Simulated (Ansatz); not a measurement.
Reaction (SMILES): CS (CH3-SH) + [H][H] (H2) → C (CH4) + S (H2S)
B3LYP-D3(BJ)/def2-TZVP geometries, fixed; electronic energies without zero-point terms.
Largest species:
```
C
H 1 1.0879
H 1 1.0879 2 110.33
H 1 1.0886 2 108.79 3 -119.26
S 1 1.8231 2 111.32 4 -116.63
H 5 1.3429 1 97.06 2 -61.78
```
Charge 0, spin multiplicity 1.

Basis-set convergence of the energy of full hydrogenation at PBE with Ansatz (a quantum-chemistry and plane-wave program). Cartesian d functions, on some or all atoms, in 6-31G*; all else is spherical. The program fits the integrals of some runs and decomposes those of others, by size. No added dispersion term, no relativity. Functions are those of the species that has most. Reference: the value in aug-pcseg-3, -19.17 kcal/mol, itself unsure by roughly 0.02 kcal/mol (its mean distance from aug-cc-pV(Q+d)Z, cc-pV(5+d)Z, def2-QZVPPD). Deviations are taken from unrounded values.

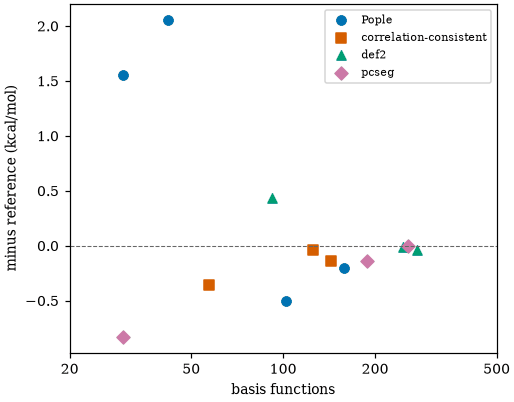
*Deviation from the reference against the number of basis functions, by family of sets.*

| basis | functions | energy of full hydrogenation (kcal/mol) | minus reference (kcal/mol) |
|---|---|---|---|
| 6-31G | 30 | -17.61 | 1.56 |
| pcseg-0 | 30 | -20.00 | -0.83 |
| 6-31G* | 42 | -17.12 | 2.06 |
| cc-pV(D+d)Z | 57 | -19.53 | -0.36 |
| def2-TZVP | 92 | -18.74 | 0.43 |
| 6-311++G(2d,2p) | 102 | -19.68 | -0.50 |
| cc-pV(T+d)Z | 125 | -19.21 | -0.03 |
| jun-cc-pV(T+d)Z | 143 | -19.31 | -0.14 |
| 6-311++G(3df,3pd) | 158 | -19.37 | -0.20 |
| aug-pcseg-2 | 188 | -19.31 | -0.14 |
| def2-QZVPP | 247 | -19.18 | -0.01 |
| pcseg-3 | 256 | -19.17 | 0.00 |
| def2-QZVPPD | 274 | -19.21 | -0.04 |
